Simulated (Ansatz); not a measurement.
**PF3 (phosphorus trifluoride): PBE0/6-311+G(d,p)**

What is the vertical electron affinity of PF3 (phosphorus trifluoride) at PBE0/6-311+G**? 

The results are computed with Ansatz 0.2.0.

38 further runs of the same task are left out: 6 that didn't finish, 32 set aside as unsound or not needed.

### Step 1. The structure to begin with

PF3: 4 atoms, total charge 0, spin state singlet. As SMILES, `FP(F)F`. Geometry: relaxed at PBE0-D4/def2-TZVP.

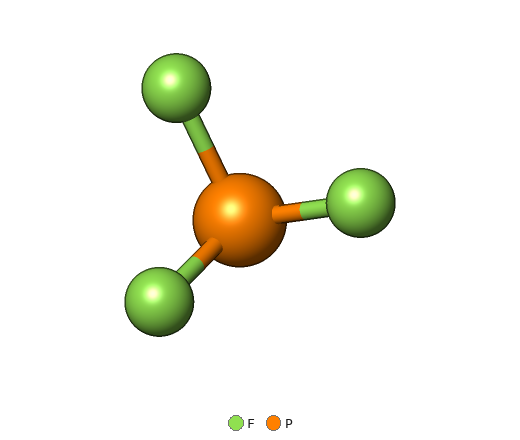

The structure, seen from a chosen angle (fluorine green, phosphorus orange).

### Step 2. The energy at PBE0/6-311+G(d,p)

Contents of in.yaml:

```yaml
basis:
  gaussian:
    orbitals: 6-311+G_st__st_-spherical.json
crystal:
  periodic: [false, false, false]
  atoms:
    - {symbol: F, position_ang: [0.834400, -0.663200, 0.874500]}
    - {symbol: P, position_ang: [-0.297500, 0.314600, 0.392300]}
    - {symbol: F, position_ang: [-1.061900, -0.696500, -0.536900]}
    - {symbol: F, position_ang: [0.525000, 1.045200, -0.730000]}
output:
  orbitals: {seedname: orbitals}
accuracy: high
magnetization:
  spin_polarized: false
  initial_magnetization: 0
hamiltonian:
  xc: {name: PBE0}
```

The basis set 6-311+G** is read from a file made from the Basis Set Exchange's data (not shown).

Started as:

```sh
$ ansatz run in.yaml --threads 1 --pin off --max-ram 3480MiB --events-out events.jsonl --progress --plain --runs-dir runs
```

Log:

```text
Warning: RAYON_NUM_THREADS=1 ignored (pool sized by the plan → 1); use --threads N
Functional definition: PBE0
  name "PBE0"
  parameter a = 0.25
  parameter kappa = 0.804
  parameter beta = 0.06672455060314922
  exchange = (1 - a)*pbe_x(kappa = kappa, mu = beta*pi^2/3) + a*exact_x
  correlation = pbe_c(beta = beta)
1724 factors; integrals over basis functions are off by at most 3.4e-9 eV
mean field evaluation 1: about -17429.5576 eV, gradient 5.0e1 eV
mean field evaluation 2: about -17424.9864 eV, gradient 7.7e1 eV
mean field evaluation 4: about -17432.8382 eV, gradient 3.4e-1 eV
mean field evaluation 8: about -17432.9991 eV, gradient 7.0e-2 eV
mean field evaluation 16: about -17432.9991 eV, gradient 9.0e-7 eV
mean field -17432.99913664 eV, -640.6509017603 hartree, gradient 2.4e-8 eV, S^2 0.000000; 0 other end points of the search recorded, 0 dependent functions left out
reference -17432.99914056 eV, -640.6509019044 hartree; 21, 21 occupied and 75, 75 virtual orbitals, 1724 factors
Total energy: -17432.99914056 eV, -640.6509019044 hartree
```

Run time: 5.4 s. Hardware: 1 thread of Arm Neoverse V1, shared host; peak memory 0.27 GiB.

### Step 3. The doublet anion at the same level

Contents of in.yaml:

```yaml
crystal:
  periodic: [false, false, false]
  atoms:
    - {symbol: F, position_ang: [0.834400, -0.663200, 0.874500]}
    - {symbol: P, position_ang: [-0.297500, 0.314600, 0.392300]}
    - {symbol: F, position_ang: [-1.061900, -0.696500, -0.536900]}
    - {symbol: F, position_ang: [0.525000, 1.045200, -0.730000]}
basis:
  gaussian:
    orbitals: 6-311+G_st__st_-spherical.json
total_charge: -1
magnetization:
  spin_polarized: true
  initial_magnetization: 1
hamiltonian:
  xc: pbe0
accuracy: high
output: {orbitals: {seedname: orbitals}}
```

The basis set 6-311+G** is read from a file made from the Basis Set Exchange's data (not shown).

Started as:

```sh
$ ansatz run in.yaml --threads 1 --pin off --max-ram 3480MiB --events-out events.jsonl --progress --plain --runs-dir runs
```

Log, shortened:

```text
Warning: RAYON_NUM_THREADS=1 ignored (pool sized by the plan → 1); use --threads N
[... 2 set-up lines as earlier in the session ...]
[...]
1724 factors; integrals over basis functions are off by at most 3.5e-9 eV
[...]
mean field -17431.95707560 eV, -640.6126067234 hartree, gradient 2.0e-8 eV, S^2 0.751140; 9 other end points of the search recorded, 0 dependent functions left out
reference -17431.95707795 eV, -640.6126068098 hartree; 22, 21 occupied and 74, 75 virtual orbitals, 1724 factors
Total energy: -17431.95707795 eV, -640.6126068098 hartree
```

It took 4.5 min on 1 thread of Arm Neoverse V1, shared host; peak memory 0.46 GiB.

### Step 4. Outcome

At PBE0/6-311+G**:

| quantity | value |
| --- | --- |
| singlet PF3: total energy | -640.65090 Eh |
| singlet PF3: HOMO energy | -9.49 eV |
| singlet PF3: LUMO energy | -0.58 eV |
| singlet PF3: HOMO–LUMO gap | 8.90 eV |
| doublet anion: total energy | -640.61261 Eh |
| doublet anion: HOMO energy (highest over α and β) | 2.41 eV |
| doublet anion: LUMO energy (lowest over α and β) | 3.74 eV |
| doublet anion: ⟨S²⟩ | 0.751 |
| vertical electron affinity (to the doublet anion) | -1.042 eV |

The anion lies 1.04 eV (24 kcal/mol) above the neutral: the electron isn't bound at this level, and such a value depends on the basis. The HOMO (doublet anion) lies at positive energy, 2.41 eV; only total energies tell whether the electron is bound.
